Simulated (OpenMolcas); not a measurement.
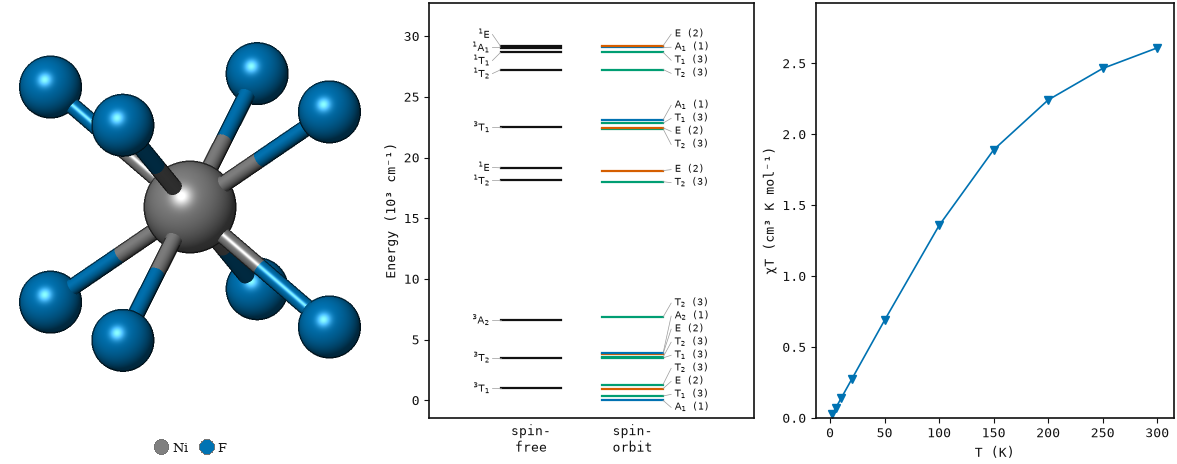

Ni²⁺ (3d⁸) as a dopant in CaF₂, a cluster with its 8 nearest F⁻ at 2.212 Å (cube) embedded in model potentials and point charges; the geometry was set, not optimised, and its levels and susceptibility. Labels give the representation in O, Td, D4 or D3 as the site allows (double group for half-integer spin) where it could be assigned and, in brackets, the degeneracy; spin-free states, where drawn, share the zero of the spin-orbit levels. Computed with OpenMolcas: state-averaged CASSCF, active space 8 electrons in the shell 3d, basis ANO-RCC-VTZP on the metal and ANO-RCC-VDZP on the ligands, DKH2 scalar Hamiltonian, spin-orbit coupling by RASSI with atomic mean-field integrals. Powder susceptibility by Van Vleck's formula.

> Describe the ground state and the low levels.

The ground level is A₁, non-degenerate, 100 % from states of spin multiplicity 3. The next level lies at 361 cm⁻¹ (T₁). The lowest spin-free state is ³T₁, from the free-ion F term; of the same spin there follow at 2,520 cm⁻¹ (³T₂), 5,610 cm⁻¹ (³A₂) and 21,500 cm⁻¹ (³T₁) above it. A ligand-field fit to the spin-free states gives |10Dq| = 3,010 cm⁻¹, B = 1,300 and C = 4,800 cm⁻¹ (rms misfit 50 cm⁻¹). χT is 0.0276 cm³ K mol⁻¹ at 2 K and 2.61 at 300 K, an effective moment of 4.57 μB. The active orbitals hold 98 to 99 % metal character (Löwdin), and the Mulliken charge of the metal is +1.68.

Known limits: the geometry is set by hand, with no relaxation and no charge compensation.
